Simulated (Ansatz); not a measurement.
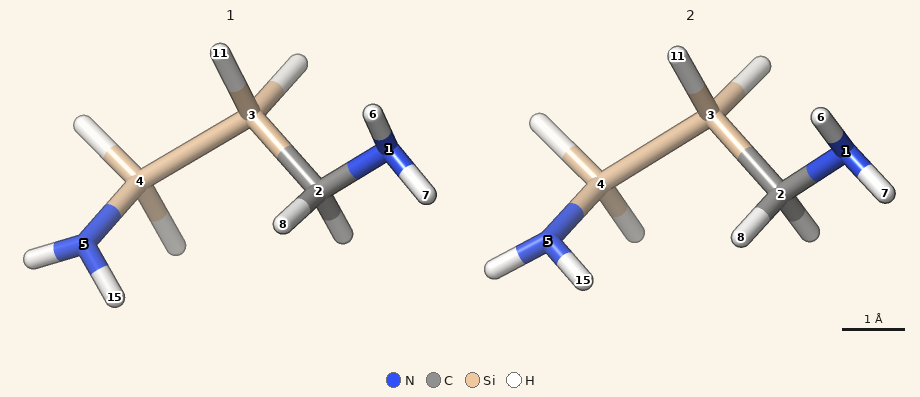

Two geometries of CH10N2Si2, drawn at one scale. One is the start of a relaxation, the other its converged end. Style: stick. Shown at a tilt.

All numbers below come from RKS PBE-D4/def2-SVP in Ansatz. (no spin polarisation; force threshold 0.02 eV/Å; at most 50 steps)

Which of the two is the end point?

Answer. Structure 2 is the relaxed one. The run prepares an end point of a later path (hydrogen shift) calculation, from a guessed geometry. An H atom moves most after the best rigid fit: 0.54 Å. Largest moves by element: H 0.54 Å, Si 0.17 Å, N 0.15 Å, C 0.05 Å. Among the contacts that change: C–Si 1.841 → 1.914 Å, N–Si 1.694 → 1.758 Å, H–Si 1.444 → 1.507 Å, H–Si 1.580 → 1.520 Å. Among the angles between lasting bonds that change: N–Si–H 101.4° → 116.4°, Si–N–H 108.2° → 117.6°, Si–Si–N 115.8° → 107.0°. The energy falls by 62.0 kJ/mol in 9 geometry steps. Largest force component: 2.4 eV/Å at the start, 0.019 eV/Å at the end.
